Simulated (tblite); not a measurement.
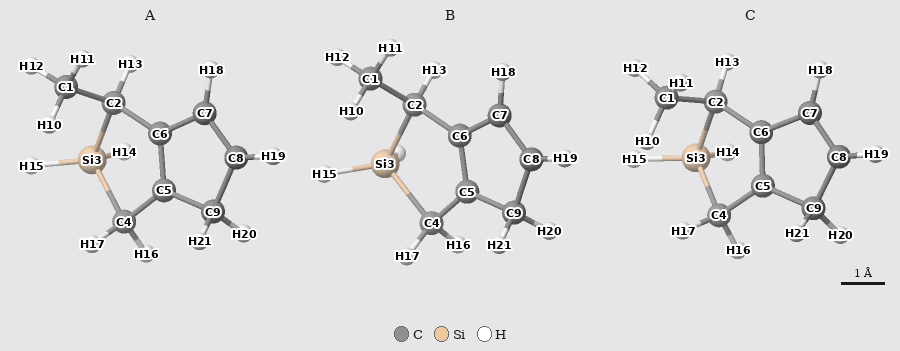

3 geometries from one relaxation of C8H12Si, in shuffled order. Style: ball-and-stick. Shown at a tilt.

Level of theory: GFN2-xTB geometry optimisation, gas phase (tblite 0.8.0). 

> Put them in the order of the run, from the start to the converged end.

C, A, B. They are steps 0, 42, 106, at +21.4 kcal/mol, +0.84 kcal/mol relative to the last. Over 106 geometry steps the energy falls by 21.4 kcal/mol. The largest moves after the best rigid fit, 0.93 Å, are those of H11 and H17. Largest moves by element: H 0.93 Å, C 0.46 Å, Si 0.32 Å. Near-neighbour distances that change, for instance: Si3–C4 1.831 → 1.917 Å, C5–C6 1.262 → 1.344 Å, C6–C7 1.504 → 1.449 Å, C2–Si3 1.871 → 1.924 Å. Bond angles that change, for instance: C1–C2–Si3 106.7° → 114.4°, C6–C2–H13 116.3° → 109.5°, C1–C2–C6 105.1° → 111.1°. Groups turn about C2–Si3 by about 25°, C2–C6 by about 25°, Si3–C4 by about 20°.
